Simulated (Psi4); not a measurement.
# A workflow on BNH6 (SMILES [BH3-][NH3+])

Wanted: a structure relaxation (B3LYP/6-31G*), then vibrational wavenumbers, then the excited states (TDA-B3LYP/6-31G*) of BNH6. 

The calculation is run with Psi4 1.11.

## Step 1: Starting point

The species is BNH6 (8 atoms), meant as a singlet with charge 0. As SMILES, `[BH3-][NH3+]`. Geometry: relaxed at PBE0-D4/def2-TZVP. The run starts from this shape.

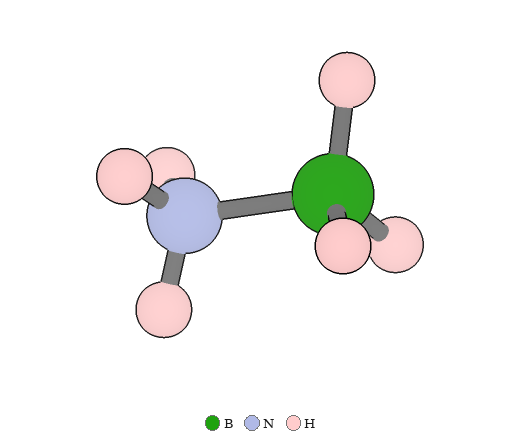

Viewed from a chosen angle; boron green, nitrogen light blue, hydrogen pink.

## Step 2: A structure relaxation at B3LYP/6-31G(d) (density fitting, Cartesian functions) (run 1)

Contents of job.dat:

```
memory 1600 mb

molecule system {
  0 1
  B     -0.191300     0.250800    -0.775400
  N      0.206500    -0.255100     0.731700
  H     -0.078200    -0.728400    -1.481000
  H     -1.332600     0.649700    -0.687200
  H      0.604400     1.126600    -1.038400
  H      0.140800     0.507000     1.398700
  H      1.156600    -0.611300     0.755300
  H     -0.414000    -0.996500     1.040500
}

set basis 6-31G*
set geom_maxiter 60

energy_value, wavefunction = opt('b3lyp', return_wfn=True)
print_variables()
```

Command:

```bash
$ psi4 -i job.dat -o job.out -n 1
```

job.out:

```text
Psi4 1.11 release

gradient() will perform analytic gradient computation.

   => Loading Basis Set <=

    Name: 6-31G*
    Role: ORBITAL
    Keyword: BASIS

         ---------------------------------------------------------
                                   SCF
                              RKS Reference
                        1 Threads,   1525 MiB Core
         ---------------------------------------------------------

  ==> Geometry <==

    Molecular point group: c1
    Full point group: C1

    Geometry (in Angstrom), charge = 0, multiplicity = 1:

       Center              X                  Y                   Z               Mass
    ------------   -----------------  -----------------  -----------------  -----------------
         B           -0.219090593239     0.278629458998    -0.830045068460    11.009305360000
         N            0.178709406761    -0.227270541002     0.677054931540    14.003074004430
         H           -0.105990593239    -0.700570541002    -1.535645068460     1.007825032230
[... 4 lines of this table left out ...]
         H           -0.441790593239    -0.968670541002     0.985854931540     1.007825032230

  Running in c1 symmetry.

  Rotational constants: A =      2.46006  B =      0.59897  C =      0.59896 [cm^-1]
  Rotational constants: A =  73750.85617  B =  17956.54550  C =  17956.43346 [MHz]
  Nuclear repulsion =   40.754562783001887

  Charge       = 0
  Multiplicity = 1
  Electrons    = 18
  Nalpha       = 9
  Nbeta        = 9

  ==> Algorithm <==

  SCF Algorithm Type is DF.
  DIIS enabled.
  MOM disabled.
  Fractional occupation disabled.
  Guess Type is SAD.
  Energy threshold   = 1.00e-08
  Density threshold  = 1.00e-08
  Integral threshold = 1.00e-12

  ==> Primary Basis <==

  Basis Set: 6-31G*
    Blend: 6-31G*
    Number of shells: 24
    Number of basis functions: 42
    Number of Cartesian functions: 42
    Spherical Harmonics?: false
    Max angular momentum: 2

  ==> DFT Potential <==

   => LibXC <=

    Version 7.1.2

   => Composite Functional: B3LYP <=

    B3LYP Hyb-GGA Exchange-Correlation Functional

    Deriv               =              1
    GGA                 =           TRUE
    Meta                =          FALSE

    Exchange Hybrid     =           TRUE
    MP2 Hybrid          =          FALSE

   => Exchange Functionals <=

    0.0800   Slater exchange
    0.7200         Becke 88

   => Exact (HF) Exchange <=

    0.2000               HF

   => Correlation Functionals <=

    0.1900   Vosko, Wilk & Nusair (VWN5_RPA)
    0.8100   Lee, Yang & Parr

   => LibXC Density Thresholds  <==

    XC_HYB_GGA_XC_B3LYP:  1.00E-15

   => Molecular Quadrature <=

    Radial Scheme          =       TREUTLER
    Pruning Scheme         =           NONE
    Nuclear Scheme         =       TREUTLER

    Blocking Scheme        =         OCTREE
    BS radius alpha        =              1
    Pruning alpha          =              1
    Radial Points          =             75
    Spherical Points       =            302
    Total Points           =         172816
    Total Blocks           =           1360
    Max Points             =            256
    Max Functions          =             42
    Weights Tolerance      =       1.00E-15

   => Loading Basis Set <=

    Name: (6-31G* AUX)
    Role: JKFIT
    Keyword: DF_BASIS_SCF

  ==> Integral Setup <==

  DFHelper Memory: AOs need 0.005 GiB; user supplied 0.913 GiB.
  SCF_SUBTYPE=INCORE selected. In-core MEM_DF algorithm will be used.
  Using in-core AOs.

  ==> MemDFJK: Density-Fitted J/K Matrices <==

    J tasked:                   Yes
    K tasked:                   Yes
    wK tasked:                   No
    Memory [MiB]:               935
    Algorithm:                 Core
    Schwarz Cutoff:           1E-12
    Mask sparsity (%):       0.0000
    Fitting Condition:        1E-10

   => Auxiliary Basis Set <=

  Basis Set: (6-31G* AUX)
    Blend: CC-PVDZ-JKFIT
    Number of shells: 102
    Number of basis functions: 312
    Number of Cartesian functions: 312
    Spherical Harmonics?: false
    Max angular momentum: 3

  Cached 100.0% of DFT collocation blocks in 0.204 [GiB].

  Minimum eigenvalue in the overlap matrix is 8.6121338230E-03.
  Reciprocal condition number of the overlap matrix is 1.3361822919E-03.
    Using symmetric orthogonalization.

  ==> Pre-Iterations <==

  SCF Guess: Superposition of Atomic Densities via on-the-fly atomic UHF (no occupation information).

   -------------------------
    Irrep   Nso     Nmo
   -------------------------
     A         42      42
   -------------------------
    Total      42      42
   -------------------------

  ==> Iterations <==

                           Total Energy        Delta E     RMS |[F,P]|

   @DF-RKS iter SAD:   -82.71367940286140   -8.27137e+01   0.00000e+00
   @DF-RKS iter   1:   -83.00576501070219   -2.92086e-01   1.49851e-02 ADIIS/DIIS
   @DF-RKS iter   2:   -82.95241180152554    5.33532e-02   1.74558e-02 ADIIS/DIIS
   @DF-RKS iter   3:   -83.20980197336489   -2.57390e-01   1.84414e-03 ADIIS/DIIS
   @DF-RKS iter   4:   -83.21281060909712   -3.00864e-03   4.14717e-04 ADIIS/DIIS
   @DF-RKS iter   5:   -83.21297557974665   -1.64971e-04   4.70787e-05 DIIS
   @DF-RKS iter   6:   -83.21297779467437   -2.21493e-06   5.88995e-06 DIIS
   @DF-RKS iter   7:   -83.21297782272858   -2.80542e-08   7.03337e-07 DIIS
   @DF-RKS iter   8:   -83.21297782315048   -4.21906e-10   4.29931e-08 DIIS
   @DF-RKS iter   9:   -83.21297782315270   -2.21689e-12   3.72335e-09 DIIS
  Energy and wave function converged.

  ==> Post-Iterations <==

   Electrons on quadrature grid:
      Ntotal   =   18.0000254778 ; deviation = 2.548e-05

[... 23 lines left out ...]
  @DF-RKS Final Energy:   -83.21297782315270
[... 5 lines left out ...]
    Two-Electron Energy =                  77.9026340589576023
[... 2 lines left out ...]
    VV10 Nonlocal Energy =                  0.0000000000000000
[... 16 lines left out ...]
 Dipole Y            :         -0.5283367           -0.1581129           -0.6864496
[... 122 lines left out ...]
	                                 ==> Convergence Check <==
[... 8 lines left out ...]
	  Convergence Criteria     1.00e-06 *    3.00e-04 *             o    1.20e-03 *             o~
[... 128 lines left out ...]
   @DF-RKS iter   0:   -83.20402612554173   -8.32040e+01   5.10362e-04
[... 2 lines left out ...]
   @DF-RKS iter   3:   -83.21320370563907   -1.01488e-05   1.24437e-05 DIIS
[... 2 lines left out ...]
   @DF-RKS iter   6:   -83.21320384123210   -3.34467e-10   4.78347e-08 DIIS
[... 8 lines left out ...]
    Final Occupation by Irrep:
[... 10 lines left out ...]
    One-Electron Energy =                -190.7137937173378361
[... 2 lines left out ...]
    Empirical Dispersion Energy =           0.0000000000000000
[... 16 lines left out ...]
 Dipole X            :          0.4075290            0.1309660            0.5384949
[... 44 lines left out ...]
    Weights Tolerance      =       1.00E-15
[... 54 lines left out ...]
	   Step    Total Energy     Delta E     Max Force     RMS Force      Max Disp      RMS Disp
[... 91 lines left out ...]
                           Total Energy        Delta E     RMS |[F,P]|
[... 3 lines left out ...]
   @DF-RKS iter   2:   -83.21324737784867    5.99148e-07   7.72999e-05 DIIS
[... 2 lines left out ...]
   @DF-RKS iter   5:   -83.21325198067740   -1.97787e-09   2.98237e-07 DIIS
[... 2 lines left out ...]
  Energy and wave function converged.
[... 16 lines left out ...]
    Nuclear Repulsion Energy =             40.4195336454824528
[... 2 lines left out ...]
    DFT Exchange-Correlation Energy =     -10.6936231824862578
[... 2 lines left out ...]
    Total Energy =                        -83.2132519807745581
[... 16 lines left out ...]
 Dipole Z            :          1.5107698            0.5206687            2.0314385
[... 92 lines left out ...]
	Measures of convergence in internal coordinates in au.
[... 76 lines left out ...]
    Weights Tolerance      =       1.00E-15
[... 22 lines left out ...]
   @DF-RKS iter   1:   -83.21325583679499    1.65069e-04   1.91371e-05 DIIS
[... 2 lines left out ...]
   @DF-RKS iter   4:   -83.21325615490538   -4.61397e-09   1.45329e-07 DIIS
[... 2 lines left out ...]
  Energy and wave function converged.
[... 16 lines left out ...]
    Nuclear Repulsion Energy =             40.4009152267741669
[... 2 lines left out ...]
    DFT Exchange-Correlation Energy =     -10.6937687294252814
[... 2 lines left out ...]
    Total Energy =                        -83.2132561549311731
[... 16 lines left out ...]
 Dipole Z            :          1.5032769            0.5248118            2.0280887
[... 92 lines left out ...]
	Measures of convergence in internal coordinates in au.
[... 76 lines left out ...]
    Weights Tolerance      =       1.00E-15
[... 22 lines left out ...]
   @DF-RKS iter   1:   -83.21325134538259    8.34293e-05   6.75631e-06 DIIS
[... 2 lines left out ...]
   @DF-RKS iter   4:   -83.21325138217776   -5.18952e-10   8.57312e-08 DIIS
[... 2 lines left out ...]
  Energy and wave function converged.
[... 33 lines left out ...]
    Nuclear Repulsion Energy =             40.3959672127664930
[... 2 lines left out ...]
    DFT Exchange-Correlation Energy =     -10.6938303349546686
[... 2 lines left out ...]
    Total Energy =                        -83.2132513821867548
[... 16 lines left out ...]
 Dipole Z            :          1.5022387            0.5245611            2.0267998
[... 4 lines left out ...]
	total time  =          2 seconds =       0.03 minutes

         ------------------------------------------------------------
                                   SCF GRAD
         ------------------------------------------------------------

  ==> Geometry <==

    Molecular point group: c1
    Full point group: C1

    Geometry (in Angstrom), charge = 0, multiplicity = 1:

       Center              X                  Y                   Z               Mass
    ------------   -----------------  -----------------  -----------------  -----------------
         B           -0.223590051397     0.284337822846    -0.847042603453    11.009305360000
         N            0.181488217945    -0.230798222356     0.687540822595    14.003074004430
         H           -0.106756496630    -0.702424190512    -1.539667498632     1.007825032230
[... 4 lines of this table left out ...]
         H           -0.439571347849    -0.976779852050     1.001967056730     1.007825032230

  Nuclear repulsion =   40.395967212766493

   => Molecular Quadrature <=

    Radial Scheme          =       TREUTLER
    Pruning Scheme         =           NONE
    Nuclear Scheme         =       TREUTLER

    Blocking Scheme        =         OCTREE
    BS radius alpha        =              1
    Pruning alpha          =              1
    Radial Points          =             75
    Spherical Points       =            302
    Total Points           =         172857
    Total Blocks           =           1362
    Max Points             =            256
    Max Functions          =             42
    Weights Tolerance      =       1.00E-15

  -Total Gradient:
     Atom            X                  Y                   Z
    ------   -----------------  -----------------  -----------------
       1        0.000005816182    -0.000007820159     0.000030609211
       2       -0.000028423854     0.000033878794    -0.000107819629
       3        0.000000504427     0.000000055861     0.000002439279
[... 4 lines of this table left out ...]
       8        0.000019829929     0.000003697801     0.000025509937

	total time  =          1 seconds =       0.02 minutes

    			-----------------------------------------

    			 OPTKING 3.0: for geometry optimizations

    			        with contributions from

    			-----------------------------------------

	                            ===> Fragment 1 <==

	 Z (Atomic Numbers)          Masses                          Geom
	       5.000000            11.009305         -0.42252396  0.53732061 -1.60067854
	       7.000000            14.003074          0.34296303 -0.43614543  1.29926385
	       1.000000             1.007825         -0.20174054 -1.32738934 -2.90954990
[... 4 lines of this table left out ...]
	       1.000000             1.007825         -0.83066946 -1.84584641  1.89344332

	 - Coordinate -           - BOHR/RAD -       - ANG/DEG -
	 R(1,2)           =         3.153295           1.668652
	 R(1,3)           =         2.288893           1.211230
	 R(1,4)           =         2.288888           1.211228
[... 24 lines of this table left out ...]
	 D(5,1,2,8)       =         3.141698         180.006054

	        --- Internal Coordinate Step in ANG or DEG, aJ/ANG or AJ/DEG ---
	-------------------------------------------------------------------------------
	           Coordinate      Previous         Force          Change          New
	           ----------      --------        ------          ------        ------
	               R(1,2)       1.66865        0.00032        0.00020       1.66885
	               R(1,3)       1.21123        0.00001       -0.00000       1.21123
	               R(1,4)       1.21123        0.00002        0.00000       1.21123
[... 24 lines of this table left out ...]
	           D(5,1,2,8)     180.00605       -0.00000       -0.00498     180.00108
	-------------------------------------------------------------------------------

	                                 ==> Convergence Check <==

	Measures of convergence in internal coordinates in au.

	Criteria marked as inactive (o), active & met (*), and active & unmet ( ).

	----------------------------------------------------------------------------------------------
	   Step    Total Energy     Delta E     Max Force     RMS Force      Max Disp      RMS Disp
	----------------------------------------------------------------------------------------------
	  Convergence Criteria     1.00e-06 *    3.00e-04 *             o    1.20e-03 *             o
	----------------------------------------------------------------------------------------------
	     5     -83.21325138    4.77e-06      3.86e-05 *    1.54e-05 o    3.79e-04 *    1.48e-04 o  ~
	----------------------------------------------------------------------------------------------

Next Geometry in Ang
	Fragment 1 (Ang)

	    B  -0.2235965938   0.2843437722  -0.8470656133
	    N   0.1815322644  -0.2308475014   0.6877039531
	    H  -0.1067167464  -0.7024244259  -1.5396678391
[... 4 lines of this table left out ...]
	    H  -0.4396783556  -0.9767781454   1.0019233234

    Final optimized geometry and variables:
    Molecular point group: c1
    Full point group: C1

    Geometry (in Angstrom), charge = 0, multiplicity = 1:

    B           -0.223590051397     0.284337822846    -0.847042603453
    N            0.181488217945    -0.230798222356     0.687540822595
    H           -0.106756496630    -0.702424190512    -1.539667498632
[... 4 lines of this table left out ...]
    H           -0.439571347849    -0.976779852050     1.001967056730

  Variable Map:
  ----------------------------------------------------------------------------
  "CURRENT ENERGY"              =>     -83.213251382187
  "CURRENT REFERENCE ENERGY"    =>     -83.213251382187
  "DD SOLVATION ENERGY"         =>       0.000000000000
  "DFT FUNCTIONAL TOTAL ENERGY" =>     -83.213251382187
  "DFT TOTAL ENERGY"            =>     -83.213251382187
  "DFT VV10 ENERGY"             =>       0.000000000000
  "DFT XC ENERGY"               =>     -10.693830334955
  "GRID ELECTRONS ALPHA"        =>       8.999991262700
  "GRID ELECTRONS BETA"         =>       8.999991262700
  "GRID ELECTRONS TOTAL"        =>      17.999982525401
  "NUCLEAR REPULSION ENERGY"    =>      40.395967212766
  "ONE-ELECTRON ENERGY"         =>    -190.487482500469
  "OPTIMIZATION ITERATIONS"     =>       5.000000000000
  "PCM POLARIZATION ENERGY"     =>       0.000000000000
  "PE ENERGY"                   =>       0.000000000000
  "SCF ITERATION ENERGY"        =>     -83.213251382187
  "SCF ITERATIONS"              =>       6.000000000000
  "SCF TOTAL ENERGY"            =>     -83.213251382187
  "TWO-ELECTRON ENERGY"         =>      77.572094240470
  "XC GRID RADIAL POINTS"       =>      75.000000000000
  "XC GRID SPHERICAL POINTS"    =>     302.000000000000
  "XC GRID TOTAL POINTS"        =>  172857.000000000000

  Array Variable Map:
  ----------------------------------------------------------------------------
  "CURRENT DIPOLE"              =>       0.534991258709 ... 2.026799794332 1 by 3
  "CURRENT GRADIENT"            =>       0.000005816182 ... 0.000025509937 8 by 3
  "DFT TOTAL GRADIENT"          =>       0.000005816182 ... 0.000025509937 8 by 3
  "SCF DIPOLE"                  =>       0.534991258709 ... 2.026799794332 1 by 3
  "SCF TOTAL ENERGIES"          =>     -83.213334774703 ... -83.213251382187 1 by 7
  "SCF TOTAL GRADIENT"          =>       0.000005816182 ... 0.000025509937 8 by 3

    Psi4 run time: 0:00:17.86

[set-up sections that repeat, and orbital energies of the middle runs, are left out above]
```

The script printed:

```text
Optimizer: Optimization complete!
```

It took 20 s on 1 thread of Intel Xeon 6975P-C (Granite Rapids), shared host; peak memory 0.46 GiB.

Steps, from the record of the run:

```csv
step,energy from the first frame kept (eV),largest force (eV/Å)
0,0.0000,0.4072
1,-0.0062,0.2123
2,-0.0075,0.0729
3,-0.0076,0.0279
4,-0.0074,0.0060
```

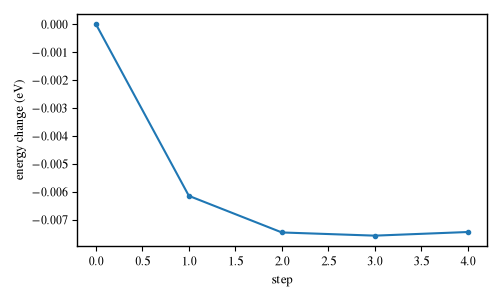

Energy along the run.

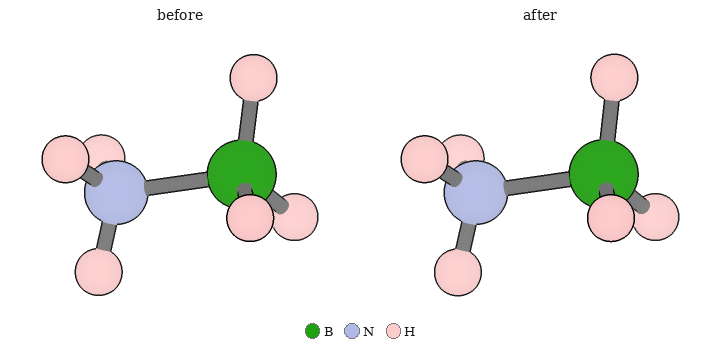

Before and after, at one scale.

After the run. Bond lengths: B1–N2 1.669 Å, B1–H3 1.211 Å, B1–H4 1.211 Å, B1–H5 1.211 Å, N2–H6 1.020 Å, N2–H7 1.020 Å, N2–H8 1.020 Å. Some angles: B1–N2–H6 111.2°, B1–N2–H7 111.2°, B1–N2–H8 111.2°, N2–B1–H3 104.5°, N2–B1–H4 104.5°, N2–B1–H5 104.5°, H6–N2–H7 107.7°, H6–N2–H8 107.7°, H7–N2–H8 107.7°, H3–B1–H4 113.9°.

## Step 3: The harmonic vibrations at B3LYP/6-31G(d) (density fitting, Cartesian functions) (run 2)

Contents of calc.py:

```python
import psi4

psi4.set_memory('1600 MB')
psi4.set_num_threads(1)
psi4.set_output_file('bh6n.out', False)

molecule = psi4.geometry("""
0 1
B     -0.195799     0.256508    -0.792398
N      0.209279    -0.258628     0.742186
H     -0.078966    -0.730254    -1.485022
H     -1.335982     0.651985    -0.689181
H      0.606157     1.129330    -1.041648
H      0.143974     0.504398     1.416423
H      1.164139    -0.617092     0.770700
H     -0.411781    -1.004609     1.056612
units angstrom
""")

psi4.set_options({
    'basis': '6-31G*',
    't': 400.0,
    'rotational_symmetry_number': 3,
})

result = psi4.frequency("b3lyp")
print(f'b3lyp energy: {result:.10f} Eh')
for k in ('ZPVE', 'ENTHALPY', 'GIBBS FREE ENERGY'):
    print(f'{k}: {psi4.variable(k):.8f} Eh')
```

Command:

```bash
$ python calc.py
```

bh6n.out (excerpt; [...] marks lines left out):

```text
[...]
  Running in c1 symmetry.
[...]
  Nuclear repulsion =   40.395966359539877
[...]
  Multiplicity = 1
[...]
  Nalpha       = 9
  Nbeta        = 9
[...]
    Number of basis functions: 42
[...]
   @DF-RKS iter   1:   -83.00974068990212   -3.25542e-01   1.48276e-02 DIIS/ADIIS
[...]
   @DF-RKS iter   9:   -83.21325666180249   -2.47269e-12   4.51354e-09 DIIS
[...]
  @DF-RKS Final Energy:   -83.21325666180249
   => Energetics <=
    Nuclear Repulsion Energy =             40.3981595085794751
    One-Electron Energy =                -190.4913718013073947
    Two-Electron Energy =                  77.5739596106298848
    DFT Exchange-Correlation Energy =     -10.6940039797044584
    Empirical Dispersion Energy =           0.0000000000000000
    VV10 Nonlocal Energy =                  0.0000000000000000
    Total Energy =                        -83.2132566618024896
[...]
  -Total Gradient:
     Atom            X                  Y                   Z
    ------   -----------------  -----------------  -----------------
       1       -0.000120070146    -0.000037165029     0.000047751503
       2       -0.000411945299    -0.000260947178     0.000024190572
       3        0.000004455714     0.000003791664     0.000000871292
       4        0.000002597516     0.000011512374    -0.000025732415
       5        0.000012460174    -0.000008145410     0.000024095553
       6        0.000177104385     0.000021704376    -0.000012126906
       7        0.000009495331     0.000011424329     0.000191567168
       8        0.000327399497     0.000262518346    -0.000258937603
[...]
  ==> Harmonic Vibrational Analysis <==
[...]
  Freq [cm^-1]                 265.0495            636.5752            642.1570
[...]
  IR activ [km/mol]             0.0000             13.9148              3.4832
[...]
  Freq [cm^-1]                 642.4717           1072.4242           1072.5881
[...]
  IR activ [km/mol]             3.5211             42.5975             42.6675
[...]
  Freq [cm^-1]                1194.1089           1203.6379           1203.7970
[...]
  IR activ [km/mol]            107.0432             3.9021              3.8994
[...]
  Freq [cm^-1]                1363.0171           1707.5254           1707.5761
[...]
  IR activ [km/mol]            116.8072            29.3453             29.3582
[...]
  Freq [cm^-1]                2480.3057           2539.2470           2539.2909
[...]
  Freq [cm^-1]                3447.2845           3561.0545           3561.0590
[...]
```

On the terminal:

```text
Warning: used thermodynamics relations inappropriate for low-frequency modes: ['265.0495']
b3lyp energy: -83.2132515330 Eh
ZPVE: 0.07025680 Eh
ENTHALPY: -83.13568215 Eh
GIBBS FREE ENERGY: -83.17513543 Eh
```

Wall time 2.9 min (1 thread of Intel Xeon 6975P-C (Granite Rapids), shared host); peak memory 0.44 GiB.

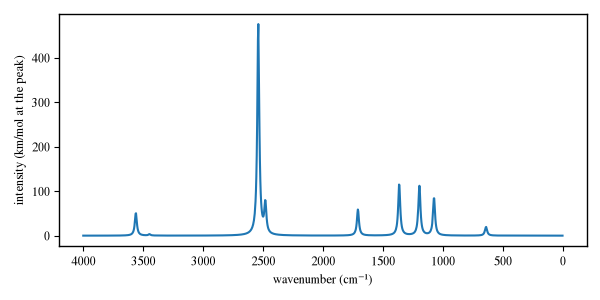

Harmonic infrared spectrum, unscaled, lines broadened by 10 cm⁻¹.

(Part 1 of 2 ends here.)
